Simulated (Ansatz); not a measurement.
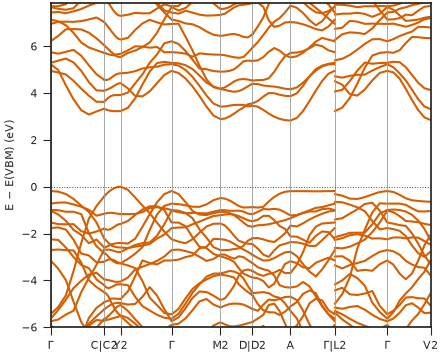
Band structure from DFT-PBEsol in the program Ansatz with PAW potentials

### Question
Read off the gap and where the band edges lie.

### Answer
About 2.8 eV (2.82 eV by a search for the band edges); maximum at Y2, minimum at A.

The material is B₄C in space group Cm (No. 8; Pearson symbol mS30).

The first step of the workflow began from a Materials Project structure, measured or hypothetical; the Crystallography Open Database copy checked does not list it. Its standing as an ambient phase is unchecked. The cell was relaxed with PBEsol under the symmetry of its start; whether a distortion lowers the energy is not shown.

Potentials: the earlier of the program's two PAW sets. The files were generated under PBE; for other functionals the program regenerates the frozen cores, and for LDA and PBEsol the local potential too.
